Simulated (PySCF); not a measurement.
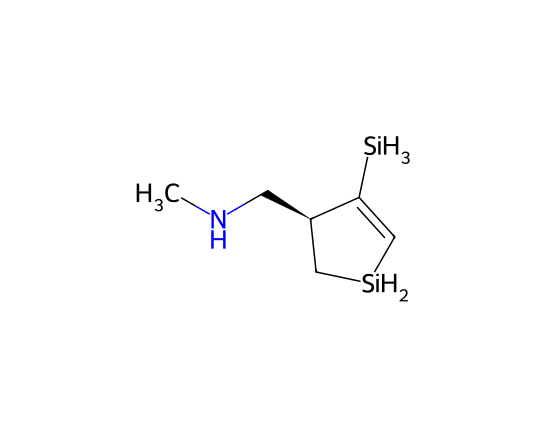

Computed geometry: GFN2-xTB optimisation. No frequency run is at hand to confirm it as a minimum. Properties computed with PBE0/pcSseg-1, gas phase (PySCF 2.14.0).

Computed properties:

The species is C₆H₁₅NSi₂ (`CNC[C@@H]1C[SiH2]C=C1[SiH3]`).
- dipole moment: 2.84 D
- HOMO energy (Kohn–Sham orbital): −6.82 eV
- LUMO energy (Kohn–Sham orbital): −0.38 eV
- HOMO–LUMO gap: 6.43 eV

The geometry is semi-empirical. Around Si such bond lengths and angles can be off by a tenth of an ångström or more and by several degrees, and values that hang on the shape move with them.
